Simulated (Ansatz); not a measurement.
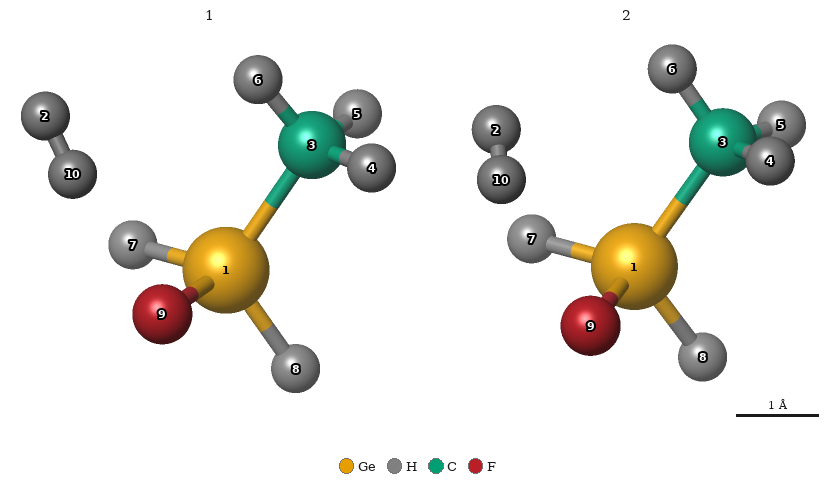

Two geometries of CH₇FGe, drawn at one scale. One is the start of a relaxation, the other its converged end. The picture is a ball-and-stick view, seen at a tilt.

Method: RKS LDA/def2-SVP (Ansatz 0.2.0). Set-up: no spin polarisation; force threshold 0.03 eV/Å; at most 50 steps.

> Which geometry has the lower energy?

Structure 1 is the relaxed one. The run prepares an end point of a later path (reaction) calculation, from a guessed geometry. After 7 accepted moves (8 points after the start) the energy has fallen by 11.7 kJ/mol. Largest force component: 1.7 eV/Å at the start, 0.011 eV/Å at the end. The line search rejected the trial step at point 5 of the run. The atom that moves furthest after the best rigid fit is H2 (0.63 Å). By element the largest moves are H 0.63 Å, F 0.21 Å, Ge 0.15 Å, C 0.10 Å. Near-neighbour distances that change, for instance: H2–H10 0.731 → 0.786 Å, Ge1–F9 1.713 → 1.750 Å. Groups turn about Ge1–C3 by about 20°. Cost: 10 s on 2 threads of Arm Neoverse V1, on a shared host, peak memory 0.13 GiB.
